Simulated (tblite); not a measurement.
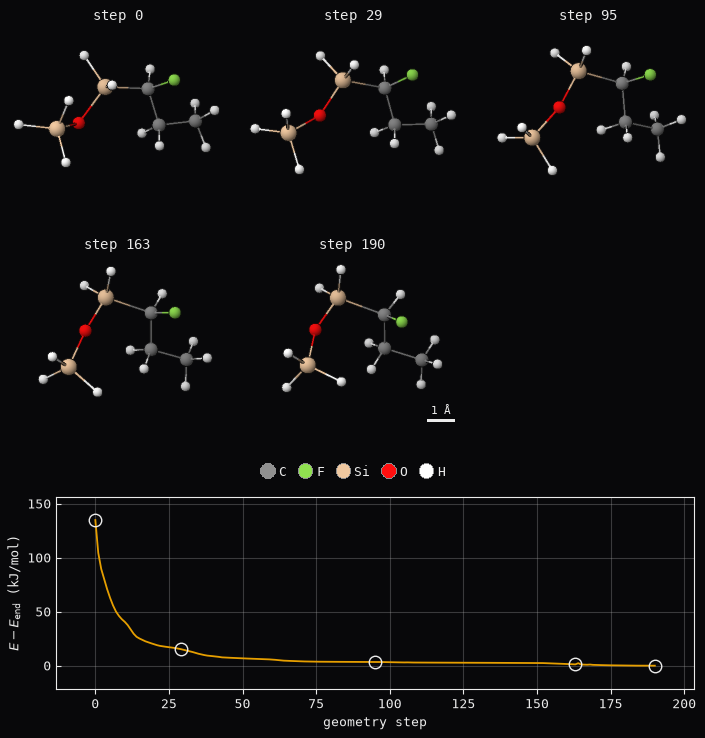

Frames of a relaxation of C$_{3}$H$_{11}$FOSi$_{2}$, marked on the history of the run. A ball-and-stick model, seen at a tilt.

Method: GFN2-xTB geometry optimisation, gas phase (tblite 0.8.0). 

What happens along the run?

Answer. After 190 geometry steps the energy has fallen by 134.9 kJ/mol. The largest move after the best rigid fit is that of an H atom, 1.92 Å. Largest moves by element: H 1.92 Å, O 1.10 Å, F 0.76 Å, Si 0.71 Å, C 0.52 Å. Among the contacts that change: Si–Si 2.745 → 3.180 Å, O–Si 1.735 → 1.630 Å, C–Si 1.823 → 1.921 Å, O–Si 1.709 → 1.612 Å. Bond angles that change, for instance: Si–O–Si 105.7° → 157.6°, O–Si–H 112.2° → 103.9°, H–Si–H 107.8° → 115.5°. Groups turn about O–Si by about 110°, O–Si by about 105°, C–Si by about 70°. The run took 2.4 s on 1 thread of Arm Neoverse N1, with other jobs on the host. From step 0 to 29: an H atom moves most (0.95 Å), energy −119.5 kJ/mol. From step 29 to 95: an H atom moves most (0.85 Å), energy −11.9 kJ/mol. From step 95 to 163: H atoms move most (0.67 Å), energy −2.24 kJ/mol. From step 163 to 190: F and H atoms move most (0.54 Å), energy −1.20 kJ/mol.

```json
{"step": "0", "E − E(0), kJ/mol": "0.00"}
{"step": "1", "E − E(0), kJ/mol": "-30.50"}
{"step": "2", "E − E(0), kJ/mol": "-45.30"}
{"step": "3", "E − E(0), kJ/mol": "-54.69"}
{"step": "4", "E − E(0), kJ/mol": "-63.97"}
{"step": "5", "E − E(0), kJ/mol": "-71.99"}
{"step": "6", "E − E(0), kJ/mol": "-79.01"}
{"step": "7", "E − E(0), kJ/mol": "-84.71"}
{"step": "8", "E − E(0), kJ/mol": "-88.72"}
{"step": "9", "E − E(0), kJ/mol": "-91.84"}
{"step": "10", "E − E(0), kJ/mol": "-94.28"}
{"step": "19", "E − E(0), kJ/mol": "-114.19"}
{"step": "29", "E − E(0), kJ/mol": "-119.53"}
{"step": "38", "E − E(0), kJ/mol": "-125.54"}
{"step": "48", "E − E(0), kJ/mol": "-127.85"}
{"step": "57", "E − E(0), kJ/mol": "-128.80"}
{"step": "67", "E − E(0), kJ/mol": "-130.56"}
{"step": "76", "E − E(0), kJ/mol": "-131.20"}
{"step": "86", "E − E(0), kJ/mol": "-131.34"}
{"step": "95", "E − E(0), kJ/mol": "-131.44"}
{"step": "105", "E − E(0), kJ/mol": "-131.89"}
{"step": "114", "E − E(0), kJ/mol": "-132.04"}
{"step": "124", "E − E(0), kJ/mol": "-132.13"}
{"step": "133", "E − E(0), kJ/mol": "-132.22"}
{"step": "143", "E − E(0), kJ/mol": "-132.26"}
{"step": "152", "E − E(0), kJ/mol": "-132.46"}
{"step": "162", "E − E(0), kJ/mol": "-133.52"}
{"step": "171", "E − E(0), kJ/mol": "-134.27"}
{"step": "181", "E − E(0), kJ/mol": "-134.82"}
{"step": "190", "E − E(0), kJ/mol": "-134.87"}
```
